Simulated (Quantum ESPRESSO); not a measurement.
Density of states of Al₃Pd₅ (Pbam, 16 atoms in the cell).

```
Al3Pd5
1.0
    5.40361     0.00000     0.00000
    0.00000    10.56877     0.00000
    0.00000     0.00000     4.06255
Al Pd
6 10
Direct
  0.00000   0.00000   0.00000
  0.50000   0.50000   0.00000
  0.16398   0.35812   0.50000
  0.83602   0.64188   0.50000
  0.66398   0.14188   0.50000
  0.33602   0.85812   0.50000
  0.18720   0.10601   0.50000
  0.81280   0.89399   0.50000
  0.68720   0.39399   0.50000
  0.31280   0.60601   0.50000
  0.00000   0.50000   0.00000
  0.50000   0.00000   0.00000
  0.90542   0.23263   0.00000
  0.09458   0.76737   0.00000
  0.40542   0.26737   0.00000
  0.59458   0.73263   0.00000
```

Computed with PBEsol, GBRV 1.5 ultrasoft (PBESOL) pseudopotentials (plane waves; Quantum ESPRESSO).

SCF settings: ecutwfc = 40 Ry; ecutrho = 320 Ry; occupations = smearing; smearing = cold; degauss = 0.0036749 Ry; potentials = {Al: al_pbesol_v1.uspp.F.UPF, Pd: pd_pbesol_v1.4.uspp.F.UPF}; K_POINTS = automatic 4 2 6 1 1 1; conv_thr = 1e-11 Ry; mixing_beta = 0.3. Keys of the DOS step: nscf.calculation = nscf; nscf.verbosity = high; nscf.nbnd = 103; nscf.startingwfc = random; nscf.diago_thr_init = 1e-06; nscf.diagonalization = cg; nscf.K_POINTS = automatic 6 3 9 0 0 0; dos.x.fildos = dos.dat; dos.x.Emin = -15 eV; dos.x.Emax = 30 eV; dos.x.DeltaE = 0.05 eV; dos.x.ngauss = 0; dos.x.degauss = 0.02205 Ry.

The starting cell comes from a database of computed structures (which also holds hypothetical and non-ambient phases and stackings), without a prior relaxation at this level. Its lattice was rescaled by a random factor within 2.5 % of one. Spin polarisation is off.

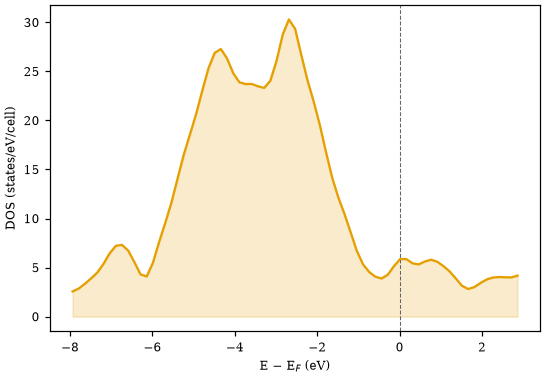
Figure. Total density of states, both spins summed.

Total DOS (both spins), as means of the tabulated values in each energy bin; the zero is the program's Fermi level or highest filled level, and the curve is cut to this window:

(E (eV), states/eV/cell): (-7.80, 2.93); (-7.40, 4.19); (-7.00, 6.35); (-6.60, 6.53); (-6.20, 4.20); (-5.80, 7.55); (-5.40, 14.1); (-5.00, 19.6); (-4.60, 25.1); (-4.20, 26.1); (-3.80, 23.8); (-3.40, 23.5); (-3.00, 26.3); (-2.60, 29.8); (-2.20, 24.3); (-1.80, 16.8); (-1.40, 11.3); (-1.00, 6.86); (-0.60, 4.16); (-0.20, 4.71); (0.20, 5.72); (0.60, 5.58); (1.00, 5.37); (1.40, 3.88); (1.80, 3.08); (2.20, 3.89); (2.60, 4.02)

Around zero the curve holds about 5.5 states/eV/cell.
